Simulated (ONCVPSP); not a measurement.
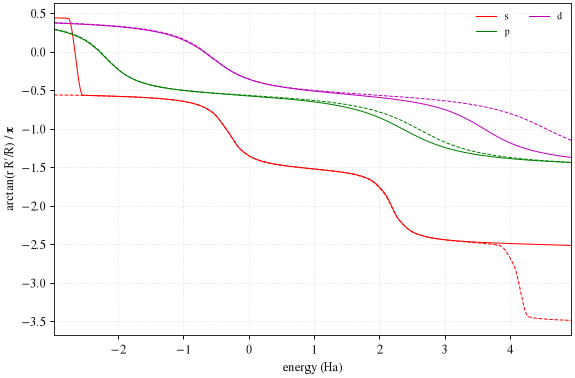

Unwrapped phase arctan(r R′/R) in units of π against energy, all-electron (solid) and pseudo (dashed); the pseudo phase is matched to the all-electron one at the reference energy. Here R(r) is the radial function. A near-vertical step is a level narrower than the spacing of the points behind the curves.

Input of ONCVPSP 4.0.1:

```
# ATOM AND REFERENCE CONFIGURATION
# atsym  z   nc   nv     iexc    psfile
  Cr 24.00    4    3  -001012      upf
#
#   n    l    f
    1    0    2.00
    2    0    2.00
    2    1    6.00
    3    0    2.00
    3    1    6.00
    3    2    5.50
    4    0    0.50
#
# PSEUDOPOTENTIAL AND OPTIMIZATION
# lmax
    2
#
#   l,   rc,      ep,       ncon, nbas, qcut
    0    2.75    0.00    4    8    2.60
    1    1.50    0.00    3    7    8.00
    2    1.45    0.00    4    9   10.80
#
# LOCAL POTENTIAL
# lloc, lpopt,  rc(5),   dvloc0
    2    5    1.45    0.00
#
# VANDERBILT-KLEINMAN-BYLANDER PROJECTORs
# l, nproj, debl
    0    2    2.70
    1    1    2.10
    2    0    3.10
#
# MODEL CORE CHARGE
# icmod, fcfact, rcfact
    0    0.00    0.00
#
# LOG DERIVATIVE ANALYSIS
# epsh1, epsh2, depsh
   -3.00    5.00    0.02
#
# OUTPUT GRID
# rlmax, drl
    6.00    0.01
#
# TEST CONFIGURATIONS
# ncnf
    4
# nvcnf
#   n    l    f
    3
    3    1    6.00
    3    2    5.00
    4    0    1.00
#
    3
    3    1    6.00
    3    2    5.00
    4    0    0.00
#
    3
    3    1    6.00
    3    2    4.00
    4    0    0.00
#
    3
    3    1    6.00
    3    2    5.00
    4    0    0.50
#
```

Command:
```bash
oncvpsp.x < Cr.dat > Cr.out
```

Functional and relativity: LDA (Perdew-Wang 92), scalar-relativistic.

> Does the potential have spurious states?

Going away from the reference energies, the phases part by more than π/2 in: s at about 4.1 Ha (above its reference energy, pseudo phase lower, at the flagged ghost); s at about -2.7 Ha (below its reference energy, pseudo phase lower, at the 3s core level, which only the all-electron atom has). Such a step is either a state that only one of the two atoms has or an ordinary level shifted in energy. The separate test gives: GHOST(-) flagged for s at -79.3 eV; GHOST(+) flagged for s at 104.9 eV.

> Over which energies does the pseudo-atom scatter like the all-electron atom (phases within 0.05 rad)?

s: between about -2.6 and 3.7 Ha; p: up to about 0.9 Ha; d: up to about 1.5 Ha.
